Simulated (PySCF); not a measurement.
# C₃H₈O₃Si₂: what the fields show

The calculation's input:

```
{"job": {"kind": "nmr", "xc": "PBE0", "basis": "pcSseg-1"}, "charge": 0, "multiplicity": 1}
C      2.609694    -0.682793     0.220636
Si     1.121107     0.416403     0.574424
O      0.015140    -0.437345     1.433990
Si    -1.585316    -0.579961     1.184885
C     -1.925681     0.693787    -0.204998
C     -0.869536     0.528161    -1.243665
O     -1.062666     0.150092    -2.364248
O      0.381848     0.823361    -0.830448
H      3.059674    -1.031507     1.143863
H      3.365456    -0.131076    -0.328042
H      2.338184    -1.553557    -0.371654
H      1.349165     1.656554     1.303598
H     -1.835881    -1.948958     0.753016
H     -2.227827    -0.169150     2.427209
H     -1.839262     1.690128     0.227366
H     -2.901697     0.584803    -0.669860
```

Launched as:

```sh
OMP_NUM_THREADS=1 python probes_run.py task.json out
```

Geometry: GFN2-xTB.

Method: PySCF 2.14.0, PBE0/pcSseg-1, SCF density, gas phase, non-relativistic.

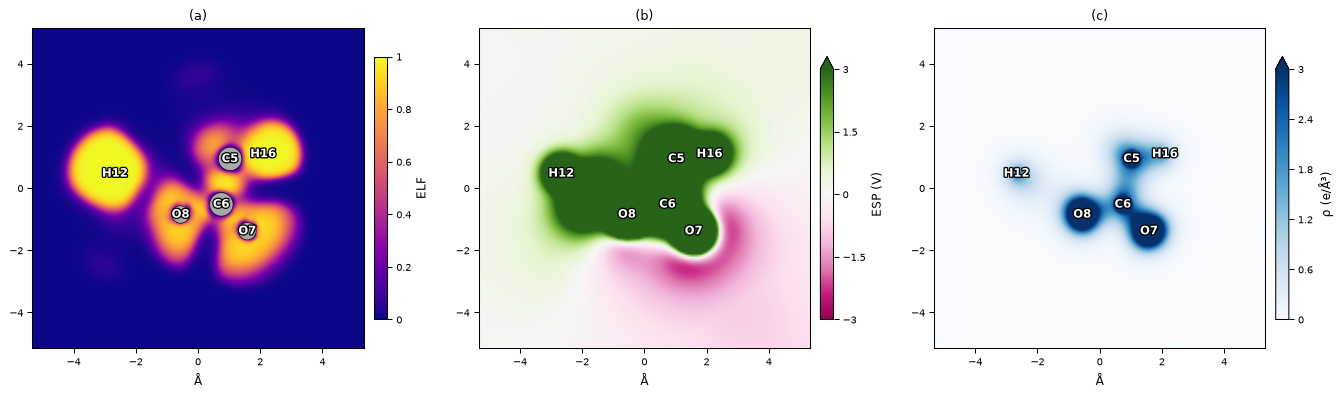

Figure 1. (a) electron localisation function; (b) electrostatic potential; (c) total electron density on the plane of atoms C5, C6 and O8. Grey discs cover the atomic cores in the ELF map.

Q: What do the fields say about this system?

A:
- The section cuts through C, O and H sites.
- C–O (1.20 Å): the density is about 3.4 e/Å³ at the midpoint; the ELF peaks at about 0.85 between the atoms (a multiple bond).
- C–C (1.49 Å): ρ is about 1.8 e/Å³ halfway; the ELF peaks at about 0.95 between the atoms: a shared electron pair.
- C–H (1.09 Å): ρ at the midpoint is about 2 e/Å³; the ELF climbs to about 1 towards the hydrogen, as it does in any bond to H: an ordinary covalent bond to hydrogen.
- C–O (1.35 Å): ρ is about 2.3 e/Å³ halfway, with its minimum of 2 e/Å³ about 0.5 Å from C; the ELF peaks at about 0.85 between the atoms; a shared but strongly polarised pair.
- The ELF also peaks beside O7 and O8, away from the bonds: lone-pair regions.
- Outside the dense part of the molecule the potential is most negative (−2.3 V) near O7.

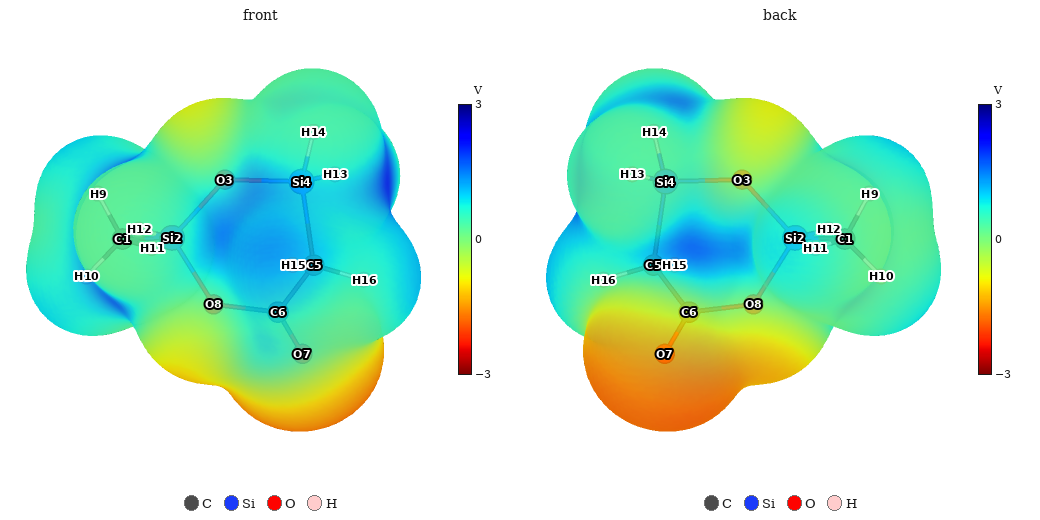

Figure 2. The molecular electrostatic potential painted on the density surface at 0.002 e/bohr³, seen from the front and from behind; the colour scale runs from red (negative) to blue (positive).

Q: Where is the surface potential most negative and most positive?

A: The most negative region (about −1.9 V, or −44 kcal/mol for a unit charge) lies over O7, the most positive (about +1.9 V, or +44 kcal/mol for a unit charge) over Si4. O7 is the likeliest acceptor of a hydrogen bond.
